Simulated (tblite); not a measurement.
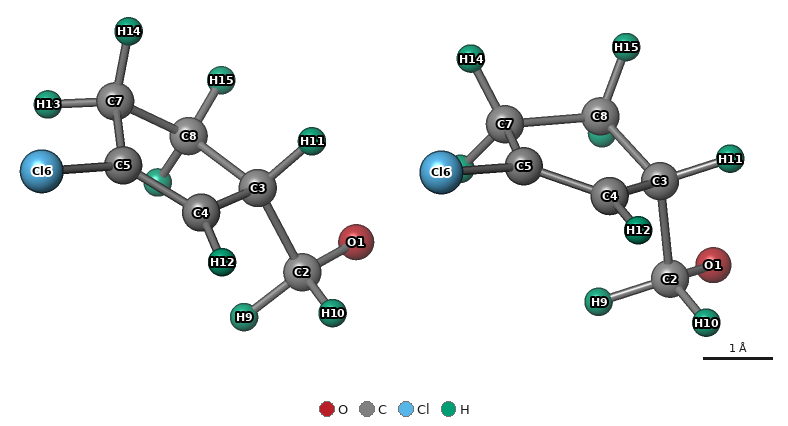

Two geometries of C6H8ClO (multiplicity 2), drawn at one scale. One is the start of a relaxation, the other its converged end. Style: ball-and-stick. Shown from a free direction.

Computed with tblite, GFN2-xTB geometry optimisation, gas phase. 

> Which of the two is the end point?

The right one is the relaxed one. Over 91 geometry steps the energy falls by 26.5 kJ/mol. The atom that moves furthest after the best rigid fit is an H atom (1.05 Å). Largest moves by element: H 1.05 Å, O 0.66 Å, C 0.42 Å, Cl 0.08 Å. Some distances before and after: C–C 1.563 → 1.646 Å, C–C 1.499 → 1.470 Å, C–H 1.109 → 1.088 Å, C–O 1.314 → 1.294 Å. Among the angles between lasting bonds that change: H–C–H 100.2° → 110.4°, C–C–H 107.2° → 115.4°, C–C–H 109.2° → 103.4°. The run took 0.53 s on 1 thread of Arm Neoverse V2, with other jobs on the host.
